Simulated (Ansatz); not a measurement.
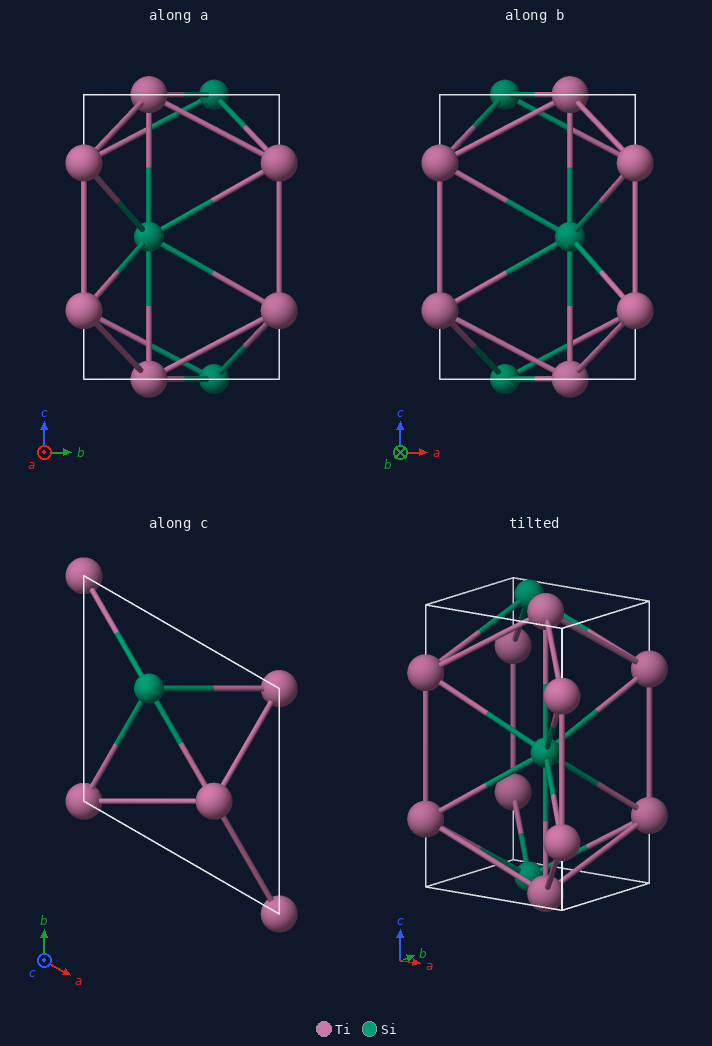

Structure drawing (ball-and-stick), viewed along the a axis, along the b axis, along the c axis and slightly off an axis. The conventional unit cell is outlined; an atom on or near a face, edge or corner is repeated at each equivalent position.

Lattice parameters: a = 4.309 Å, b = 4.309 Å, c = 5.436 Å, α = 90.00°, β = 90.00°, γ = 120.00°. Put a along x and b in the xy plane.

**Give the structure in the form of a POSCAR file, with free fractional coordinates to two decimals.**

```
Ti Si
1.0
     4.309    0.000    0.000
    -2.154    3.732    0.000
     0.000    0.000    5.436
Ti Si
3 2
Direct
  0.00 0.00 0.76
  0.00 0.00 0.24
  0.6667 0.3333 0.00
  0.6667 0.3333 0.50
  0.3333 0.6667 0.00
```

Its origin is a structure type filled with these elements by a generator (whether the compound takes this form wasn't checked). Earlier steps of the study, as a rule a relaxation of our own, may have changed the cell and positions, so they can lie some per cent off the listed ones. An electronic-structure calculation with Ansatz was run on it.
